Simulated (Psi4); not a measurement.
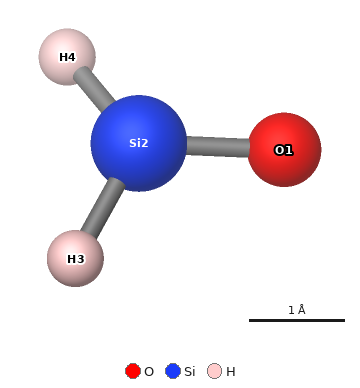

Fig. 1: The input geometry (ball-and-stick view, seen at a tilt; atoms are numbered from 1 in the order of the input). Bond lengths as drawn: H–Si 1.47 Å and O–Si 1.54 Å.

## Geometry relaxation of SiH₂O (part 1 of 4)

The run: geometry relaxation of SiH₂O. Method and program: PBE/def2-TZVP, RKS, dispersion D3(BJ) (Psi4 1.11).

The geometry comes from this level: MMFF94 from SMILES.

Output:
```
Psi4 1.11 release

gradient() will perform analytic gradient computation.

   => Loading Basis Set <=

    Name: DEF2-TZVP
    Role: ORBITAL
    Keyword: BASIS

   => PBE-D3(BJ): Empirical Dispersion <=

        s6 =       1.000000
        s8 =       0.787500
        a1 =       0.428900
        a2 =       4.440700

         ---------------------------------------------------------
                                   SCF
                              RKS Reference
                        1 Threads,   1525 MiB Core
         ---------------------------------------------------------

  ==> Geometry <==

    Molecular point group: c1
    Full point group: C1

    Geometry (in Angstrom), charge = 0, multiplicity = 1:

       Center              X                  Y                   Z               Mass
    ------------   -----------------  -----------------  -----------------  -----------------
         O            0.959640575809    -0.367581750396    -0.130891061971    15.994914619570
         SI          -0.467029424191     0.178545249604     0.086027938029    27.976926534650
         H           -1.584481424191    -0.739644750396    -0.160335061971     1.007825032230
         H           -0.681111424191     1.617070249604    -0.150439061971     1.007825032230

  Running in c1 symmetry.

  Rotational constants: A =      4.94643  B =      0.61548  C =      0.55450 [cm^-1]
  Rotational constants: A = 148290.14408  B =  18451.65629  C =  16623.49429 [MHz]
  Nuclear repulsion =   51.989602732122677

  Charge       = 0
  Multiplicity = 1
  Electrons    = 24
  Nalpha       = 12
  Nbeta        = 12

  ==> Algorithm <==

  SCF Algorithm Type is DF.
  DIIS enabled.
  MOM disabled.
  Fractional occupation disabled.
  Guess Type is SAD.
  Energy threshold   = 1.00e-08
  Density threshold  = 1.00e-08
  Integral threshold = 1.00e-12

  ==> Primary Basis <==

  Basis Set: DEF2-TZVP
    Blend: DEF2-TZVP
    Number of shells: 32
    Number of basis functions: 80
    Number of Cartesian functions: 90
    Spherical Harmonics?: true
    Max angular momentum: 3

  ==> DFT Potential <==

   => LibXC <=

    Version 7.1.2

   => Composite Functional: PBE-D3BJ2B <=

    PBE GGA Exchange-Correlation Functional

    Deriv               =              1
    GGA                 =           TRUE
    Meta                =          FALSE

    Exchange Hybrid     =          FALSE
    MP2 Hybrid          =          FALSE

   => Exchange Functionals <=

    1.0000     XC_GGA_X_PBE

   => Correlation Functionals <=

    1.0000     XC_GGA_C_PBE

   => LibXC Density Thresholds  <==

    XC_GGA_C_PBE:  1.00E-12
    XC_GGA_X_PBE:  1.00E-15

   => Molecular Quadrature <=

    Radial Scheme          =       TREUTLER
    Pruning Scheme         =           NONE
    Nuclear Scheme         =       TREUTLER

    Blocking Scheme        =         OCTREE
    BS radius alpha        =              1
    Pruning alpha          =              1
    Radial Points          =             75
    Spherical Points       =            302
    Total Points           =          87501
    Total Blocks           =            719
    Max Points             =            255
    Max Functions          =             80
    Weights Tolerance      =       1.00E-15

   => Loading Basis Set <=

    Name: (DEF2-TZVP AUX)
    Role: JKFIT
    Keyword: DF_BASIS_SCF

  ==> Integral Setup <==

  DFHelper Memory: AOs need 0.013 GiB; user supplied 0.948 GiB.
  SCF_SUBTYPE=INCORE selected. In-core MEM_DF algorithm will be used.
  Using in-core AOs.

  ==> MemDFJK: Density-Fitted J/K Matrices <==

    J tasked:                   Yes
    K tasked:                    No
    wK tasked:                   No
    Memory [MiB]:               970
    Algorithm:                 Core
    Schwarz Cutoff:           1E-12
    Mask sparsity (%):       0.1875
    Fitting Condition:        1E-10

   => Auxiliary Basis Set <=

  Basis Set: (DEF2-TZVP AUX)
    Blend: DEF2-UNIVERSAL-JKFIT
    Number of shells: 75
    Number of basis functions: 241
    Number of Cartesian functions: 288
    Spherical Harmonics?: true
    Max angular momentum: 4

  Cached 100.0% of DFT collocation blocks in 0.169 [GiB].

  Minimum eigenvalue in the overlap matrix is 3.5542959982E-03.
  Reciprocal condition number of the overlap matrix is 7.7148124014E-04.
    Using symmetric orthogonalization.

  ==> Pre-Iterations <==

  SCF Guess: Superposition of Atomic Densities via on-the-fly atomic UHF (no occupation information).

   -------------------------
    Irrep   Nso     Nmo
   -------------------------
     A         80      80
   -------------------------
    Total      80      80
   -------------------------

  ==> Iterations <==

                           Total Energy        Delta E     RMS |[F,P]|

   @DF-RKS iter SAD:  -365.26720703684913   -3.65267e+02   0.00000e+00
   @DF-RKS iter   1:  -365.35431565924773   -8.71086e-02   1.19019e-02 DIIS/ADIIS
   @DF-RKS iter   2:  -358.76267209607659    6.59164e+00   3.16403e-02 DIIS/ADIIS
   @DF-RKS iter   3:  -365.67912158261674   -6.91645e+00   3.09148e-03 DIIS/ADIIS
   @DF-RKS iter   4:  -365.69258213153955   -1.34605e-02   2.32807e-03 DIIS/ADIIS
   @DF-RKS iter   5:  -365.70967148268716   -1.70894e-02   5.32839e-04 DIIS/ADIIS
   @DF-RKS iter   6:  -365.71038929052224   -7.17808e-04   3.23600e-04 DIIS/ADIIS
   @DF-RKS iter   7:  -365.71067055799551   -2.81267e-04   2.70101e-05 DIIS
   @DF-RKS iter   8:  -365.71067242586645   -1.86787e-06   1.14146e-05 DIIS
   @DF-RKS iter   9:  -365.71067287533839   -4.49472e-07   1.38605e-06 DIIS
   @DF-RKS iter  10:  -365.71067288023056   -4.89217e-09   2.71285e-07 DIIS
   @DF-RKS iter  11:  -365.71067288047470   -2.44142e-10   2.81675e-08 DIIS
   @DF-RKS iter  12:  -365.71067288047698   -2.27374e-12   3.34259e-09 DIIS
  Energy and wave function converged.

  ==> Post-Iterations <==

   Electrons on quadrature grid:
      Ntotal   =   24.0000023124 ; deviation = 2.312e-06

    Orbital Energies [Eh]
    ---------------------

    Doubly Occupied:

       1A    -65.440241     2A    -18.720764     3A     -5.087830
       4A     -3.503530     5A     -3.494930     6A     -3.494366
       7A     -0.837897     8A     -0.477611     9A     -0.361178
      10A     -0.306704    11A     -0.281984    12A     -0.240276

    Virtual:

      13A     -0.133184    14A     -0.016509    15A     -0.005829
      16A      0.076159    17A      0.104309    18A      0.126272
      19A      0.157375    20A      0.172999    21A      0.190830
      22A      0.242202    23A      0.285718    24A      0.298633
      25A      0.353473    26A      0.418162    27A      0.496354
      28A      0.509162    29A      0.551863    30A      0.562898
      31A      0.737244    32A      0.832797    33A      0.860312
      34A      0.872715    35A      0.882317    36A      0.908614
      37A      0.922936    38A      0.957128    39A      0.979062
      40A      1.054856    41A      1.069305    42A      1.081562
      43A      1.169060    44A      1.259251    45A      1.310597
      46A      1.397759    47A      1.562249    48A      1.579584
      49A      1.697105    50A      1.819727    51A      1.844275
      52A      1.921346    53A      2.013285    54A      2.081482
      55A      2.154072    56A      2.180451    57A      2.250243
      58A      2.523920    59A      2.637401    60A      2.725862
      61A      2.776260    62A      2.855055    63A      3.472427
      64A      5.056110    65A      5.056316    66A      5.094936
      67A      5.103756    68A      5.110018    69A      5.139569
      70A      5.280164    71A      5.897689    72A      6.032396
      73A      6.187141    74A      6.193999    75A      6.394615
      76A      6.487701    77A      6.527147    78A      6.720636
      79A     10.686431    80A     42.989406

    Final Occupation by Irrep:
              A
    DOCC [    12 ]
    NA   [    12 ]
    NB   [    12 ]

  @DF-RKS Final Energy:  -365.71067288047698

   => Energetics <=

    Nuclear Repulsion Energy =             51.9896027321226768
    One-Electron Energy =                -609.5962900317464346
    Two-Electron Energy =                 221.8903666011215705
    DFT Exchange-Correlation Energy =     -29.9926469463355829
    Empirical Dispersion Energy =          -0.0017052356391863
    VV10 Nonlocal Energy =                  0.0000000000000000
    Total Energy =                       -365.7106728804769773

Computation Completed

Properties will be evaluated at   0.000000,   0.000000,   0.000000 [a0]

Properties computed using the SCF density matrix

 Multipole Moments:

 ------------------------------------------------------------------------------------
     Multipole            Electronic (a.u.)      Nuclear  (a.u.)        Total (a.u.)
 ------------------------------------------------------------------------------------

 L = 1.  Multiply by 2.5417464519 to convert [e a0] to [Debye]
 Dipole X            :          0.8237812           -2.1294949           -1.3057137
 Dipole Y            :         -0.3285663            0.8246859            0.4961197
 Dipole Z            :          0.6061597           -0.2900947            0.3160651
 Magnitude           :                                                    1.4321034

 ------------------------------------------------------------------------------------

	total time  =          4 seconds =       0.07 minutes

         ------------------------------------------------------------
                                   SCF GRAD
         ------------------------------------------------------------

  ==> Geometry <==

    Molecular point group: c1
    Full point group: C1

    Geometry (in Angstrom), charge = 0, multiplicity = 1:

       Center              X                  Y                   Z               Mass
    ------------   -----------------  -----------------  -----------------  -----------------
         O            0.959640575809    -0.367581750396    -0.130891061971    15.994914619570
         SI          -0.467029424191     0.178545249604     0.086027938029    27.976926534650
         H           -1.584481424191    -0.739644750396    -0.160335061971     1.007825032230
         H           -0.681111424191     1.617070249604    -0.150439061971     1.007825032230

  Nuclear repulsion =   51.989602732122677

  ==> Basis Set <==

  Basis Set: DEF2-TZVP
    Blend: DEF2-TZVP
    Number of shells: 32
    Number of basis functions: 80
    Number of Cartesian functions: 90
    Spherical Harmonics?: true
    Max angular momentum: 3

  ==> DFJKGrad: Density-Fitted SCF Gradients <==

    Gradient:                    1
    J tasked:                  Yes
    K tasked:                   No
    wK tasked:                  No
    Integrals threads:           1
    Memory [MiB]:             1144
    Schwarz Cutoff:          1E-12
    Fitting Condition:       1E-10

   => Auxiliary Basis Set <=

  Basis Set: (DEF2-TZVP AUX)
    Blend: DEF2-UNIVERSAL-JKFIT
    Number of shells: 75
    Number of basis functions: 241
    Number of Cartesian functions: 288
    Spherical Harmonics?: true
    Max angular momentum: 4

   => Molecular Quadrature <=

    Radial Scheme          =       TREUTLER
    Pruning Scheme         =           NONE
    Nuclear Scheme         =       TREUTLER

    Blocking Scheme        =         OCTREE
    BS radius alpha        =              1
    Pruning alpha          =              1
    Radial Points          =             75
    Spherical Points       =            302
    Total Points           =          87501
    Total Blocks           =            719
    Max Points             =            255
    Max Functions          =             80
    Weights Tolerance      =       1.00E-15

  -Total Gradient:
     Atom            X                  Y                   Z
    ------   -----------------  -----------------  -----------------
       1       -0.000221329620     0.000215879991    -0.010435655628
       2       -0.021742760702     0.006026794855     0.025209141149
       3        0.013676351625     0.002421929541    -0.007176057554
       4        0.008267675962    -0.008658441258    -0.007574090567

	total time  =          1 seconds =       0.02 minutes

    			-----------------------------------------

    			 OPTKING 3.0: for geometry optimizations

    			        with contributions from

    			-----------------------------------------

	                            ===> Fragment 1 <==

	 Z (Atomic Numbers)          Masses                          Geom
	       8.000000            15.994915          1.81345787 -0.69462884 -0.24734826
	      14.000000            27.976927         -0.88255770  0.33740162  0.16256924
	       1.000000             1.007825         -2.99423594 -1.39772601 -0.30298936
	       1.000000             1.007825         -1.28711405  3.05581990 -0.28428863

	 - Coordinate -           - BOHR/RAD -       - ANG/DEG -
	 R(1,2)           =         2.915754           1.542950
	 R(2,3)           =         2.772471           1.467129
	 R(2,4)           =         2.784447           1.473466
	 B(1,2,3)         =         2.047817         117.331279
	 B(1,2,4)         =         2.045794         117.215368
	 B(3,2,4)         =         2.063931         118.254534
	 O(1,2,3,4)       =         0.466793          26.745280
	 O(3,2,1,4)       =        -0.462016         -26.471564
	 O(4,2,1,3)       =         0.462536          26.501341

	        --- Internal Coordinate Step in ANG or DEG, aJ/ANG or AJ/DEG ---
	-------------------------------------------------------------------------------
	           Coordinate      Previous         Force          Change          New
	           ----------      --------        ------          ------        ------
	               R(1,2)       1.54295       -0.00983       -0.00095       1.54200
	               R(2,3)       1.46713        0.08840        0.02706       1.49419
	               R(2,4)       1.47347        0.06954        0.02161       1.49507
	             B(1,2,3)     117.33128        0.00058        3.97785     121.30913
	             B(1,2,4)     117.21537        0.00059        4.04793     121.26330
	             B(3,2,4)     118.25453       -0.00079       -1.97103     116.28350
	           O(1,2,3,4)      26.74528       -0.00094      -16.44512      10.30016
	           O(3,2,1,4)     -26.47156        0.00057       15.66153     -10.81003
	           O(4,2,1,3)      26.50134       -0.00058      -15.68599      10.81535
	-------------------------------------------------------------------------------

	                                 ==> Convergence Check <==

	Measures of convergence in internal coordinates in au.

	Criteria marked as inactive (o), active & met (*), and active & unmet ( ).

	----------------------------------------------------------------------------------------------~
	   Step    Total Energy     Delta E     Max Force     RMS Force      Max Disp      RMS Disp   ~
	----------------------------------------------------------------------------------------------~
	  Convergence Criteria     1.00e-06 *    3.00e-04 *             o    1.20e-03 *             o~
	----------------------------------------------------------------------------------------------~
	     1    -365.71067288   -3.66e+02      1.24e-02      8.70e-03 o    2.87e-01      1.66e-01 o  ~
	----------------------------------------------------------------------------------------------

Next Geometry in Ang
	Fragment 1 (Ang)

	    O   1.0000459207  -0.3825438306  -0.0937508279
	   Si  -0.4378455151   0.1693535436  -0.0185921825
	    H  -1.6229772206  -0.7341834373  -0.1266777002
	    H  -0.7122048817   1.6357627228  -0.1166165372

    Structure for next step:
    Molecular point group: c1
    Full point group: C1
```
